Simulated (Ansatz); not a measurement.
The reference is BP in the zinc blende structure (space group F-43m, No. 216; a = 4.5366 Å). Axes: x, y, z lie along the cube axes.

Structures relaxed with r2SCAN (Ansatz, a quantum-chemistry and plane-wave program), no SOC.

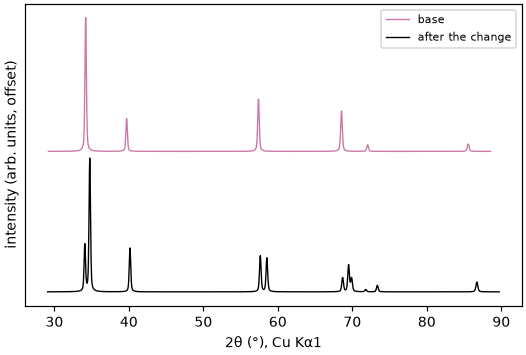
*Simulated powder patterns before (top) and after one change*

Q: Name the change that was made.
A. isotropic strain +3.28 %
B. biaxial strain +2.18 %, plane normal [110], relaxed out of plane
C. uniaxial strain ε_zz = +1.29 %
D. biaxial strain −1.76 %, plane normal [111], relaxed out of plane

A: D, biaxial strain −1.76 %, plane normal [111], relaxed out of plane. Its volume per atom is 11.30 Å³ against 11.67 Å³, and its space group is R3m (No. 160).

A biaxial case was relaxed in a doubled cell and then solved in the primitive one. No phonon test of stability was made.
